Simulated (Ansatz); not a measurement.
**C4H13AlO: small, medium and large basis sets**

Aim: see how fast density functionals converge with the basis set for C4H13AlO.

Program: Ansatz 0.2.0, Gaussian basis. Level of theory: one geometry, several basis sets. These are calculated values, not measurements.

The runs, in order: PBE0-D4/def2-SVP; ωB97M-V/def2-SVP; PBE0-D4/def2-QZVPP; ωB97M-V/def2-QZVPP; the functionals' def2-TZVPP values are taken from earlier runs.

1 further run of the same task is left out (it didn't finish).

### 1 The relaxed structure

An earlier PBE0-D4 in a triple-zeta def2 set relaxation fixed the geometry.

SMILES `C[O+](C)[AlH-]([CH3])[CH3]`, 19 atoms, charge 0, spin multiplicity 1.

Atoms are counted from 1 here; the program's logs count them from 0.

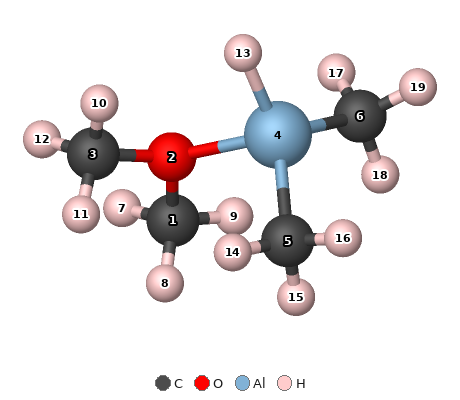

The geometry (carbon dark grey, oxygen red, aluminium light blue, hydrogen pink); atoms are numbered from 1 in the order of the file.

As a file:

| atom | x (Å) | y (Å) | z (Å) |
| --- | --- | --- | --- |
| C1 | 0.3263 | -1.5757 | 0.8432 |
| O2 | 0.9223 | -0.4235 | 0.2605 |
| C3 | 1.9532 | -0.7361 | -0.6697 |
| Al4 | -0.2411 | 1.1584 | -0.1458 |
| C5 | -1.3405 | 0.4462 | -1.6252 |
| C6 | -1.1187 | 1.4416 | 1.5981 |
| H7 | 1.0923 | -2.1567 | 1.3624 |
| H8 | -0.1497 | -2.1887 | 0.0725 |
| H9 | -0.4195 | -1.2266 | 1.5541 |
| H10 | 2.3341 | 0.2115 | -1.0456 |
| H11 | 1.5524 | -1.3332 | -1.4939 |
| H12 | 2.7460 | -1.2876 | -0.1587 |
| H13 | 0.9553 | 2.1513 | -0.5563 |
| H14 | -0.7456 | 0.1282 | -2.4887 |
| H15 | -1.9635 | -0.4038 | -1.3236 |
| H16 | -2.0293 | 1.2144 | -1.9948 |
| H17 | -0.4105 | 1.4291 | 2.4338 |
| H18 | -1.9108 | 0.7179 | 1.8194 |
| H19 | -1.5945 | 2.4291 | 1.6146 |

### 2 PBE0-D4 in def2-SVP

Contents of in.yaml:

```yaml
crystal:
  periodic: [false, false, false]
  atoms:
    - {symbol: C, position_ang: [0.326342, -1.575744, 0.843181]}
    - {symbol: O, position_ang: [0.922332, -0.423481, 0.260484]}
    - {symbol: C, position_ang: [1.953163, -0.736091, -0.669702]}
    - {symbol: Al, position_ang: [-0.241127, 1.158374, -0.145764]}
    - {symbol: C, position_ang: [-1.340469, 0.446190, -1.625182]}
    - {symbol: C, position_ang: [-1.118693, 1.441636, 1.598149]}
    - {symbol: H, position_ang: [1.092349, -2.156697, 1.362375]}
    - {symbol: H, position_ang: [-0.149734, -2.188736, 0.072460]}
    - {symbol: H, position_ang: [-0.419498, -1.226620, 1.554112]}
    - {symbol: H, position_ang: [2.334144, 0.211483, -1.045583]}
    - {symbol: H, position_ang: [1.552423, -1.333234, -1.493889]}
    - {symbol: H, position_ang: [2.746022, -1.287610, -0.158685]}
    - {symbol: H, position_ang: [0.955325, 2.151320, -0.556271]}
    - {symbol: H, position_ang: [-0.745634, 0.128217, -2.488660]}
    - {symbol: H, position_ang: [-1.963542, -0.403775, -1.323647]}
    - {symbol: H, position_ang: [-2.029334, 1.214393, -1.994793]}
    - {symbol: H, position_ang: [-0.410469, 1.429078, 2.433781]}
    - {symbol: H, position_ang: [-1.910843, 0.717937, 1.819419]}
    - {symbol: H, position_ang: [-1.594458, 2.429060, 1.614617]}
basis:
  gaussian: {orbitals: def2-SVP}
hamiltonian: {xc: pbe0, dispersion: d4}
output: {orbitals: {seedname: orbitals}}
```

Started as:

```
$ ansatz run in.yaml --threads 4 --pin off --events-out ev --progress --plain --max-ram 11315MiB
```

After this run come: ωB97M-V in def2-SVP; PBE0-D4 in def2-QZVPP; ωB97M-V in def2-QZVPP.

Q: Predict the results of all the runs planned. Wanted: PBE0-D4: double and triple zeta above quadruple; ωB97M-V: double and triple zeta above quadruple.

**Answer**, as computed:

| quantity | value |
| --- | --- |
| PBE0-D4: double and triple zeta above quadruple | 10.12, 0.59 eV |
| ωB97M-V: double and triple zeta above quadruple | 10.51, 0.58 eV |

**Reading.** For PBE0-D4 the step from double to triple zeta gains 9.53 eV and the next only 0.59 eV. These are total energies; as a rule much of such shifts cancels in differences, which this series doesn't test. The LUMO of ωB97M-V is positive and keeps falling with the basis (2.72 to 1.36 eV): an unbound level that the basis holds in place.
